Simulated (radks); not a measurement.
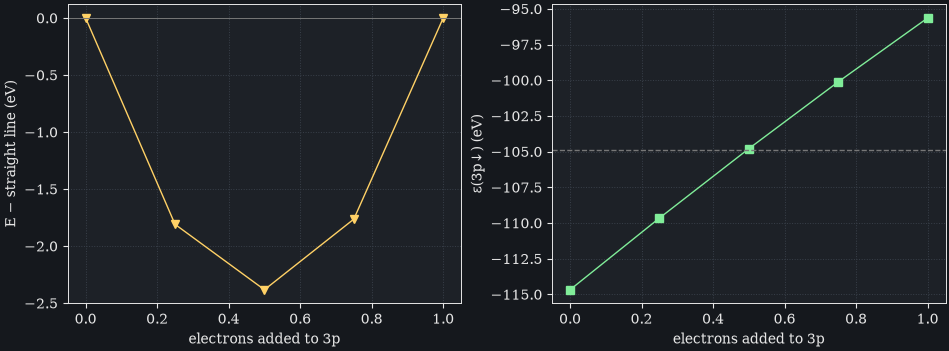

All numbers are computed, not measured: scalar-relativistic Kohn-Sham, r2SCAN, spin-polarised, spherical densities, finite nucleus (the in-house radial solver radks). The occupation of the 3p shell is varied from Zn²⁺ ([Ne] 3s2 3p5 3d10 4s1 (high spin)) to Zn⁺ ([Ar] 3d10 4s1 (high spin)), with spherical fractional occupations. The plot shows the total energy less the straight line between the end points, and the eigenvalue of 3p↓ (the dashed line is minus the energy to take the whole electron out).

Is the energy convex or concave in the occupation, and by how much?

The curve is convex (below the straight line), with the largest deviation among the points computed, −2.38 eV, at 0.5. The end points differ by 104.9 eV, the energy to take the electron out. The eigenvalue, which is the slope of the energy (Janak's theorem), moves from −114.7 eV at 0 to −95.6 eV at 1; for a straight line it would stay constant, and a parabola would sag by an eighth of this change, scaled to a whole electron, 2.38 eV. Convexity is the mark of the delocalisation error, which puts fractional charges too low; for p, d and f shells the spherical spreading of the fraction adds to it. The shell lies under occupied ones, so the straight line is a guide here rather than an exact condition.
